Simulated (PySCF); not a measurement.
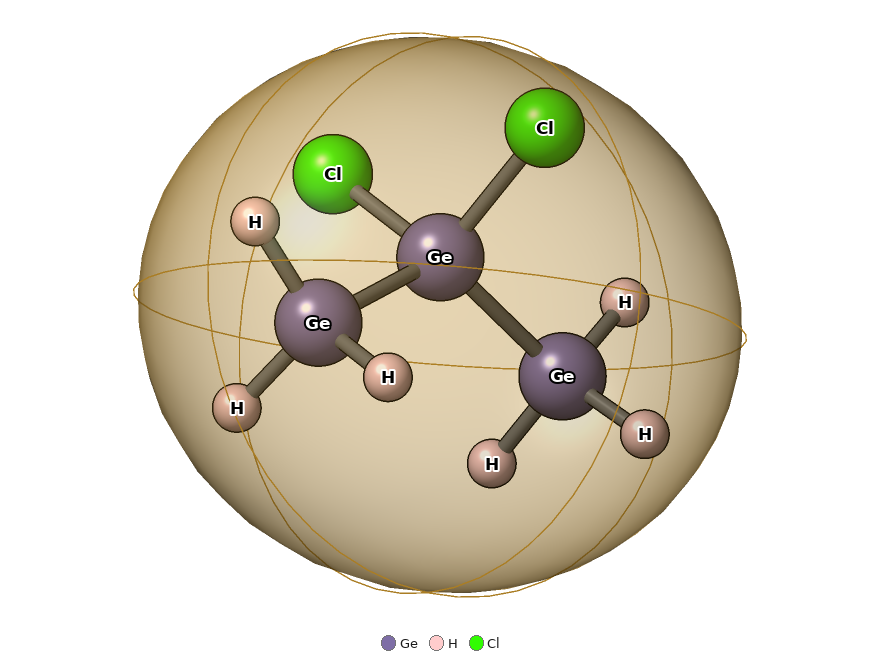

The ellipsoid shows the static dipole polarisability: its half-axes are proportional to the principal values. The computed structure is the end point of a PBE0-D3(BJ)/def2-SVP optimisation. No frequency run is at hand to confirm it as a minimum. Level of theory: ωB97X-D/def2-SVPD (PySCF 2.14.0).

Give the principal values, the mean and the anisotropy.

Principal values 118.7, 121.2, 145.3 bohr³; mean 128.4 bohr³ (19.03 Å³); anisotropy 25.5 bohr³, so the longest axis is 1.22 times the shortest.
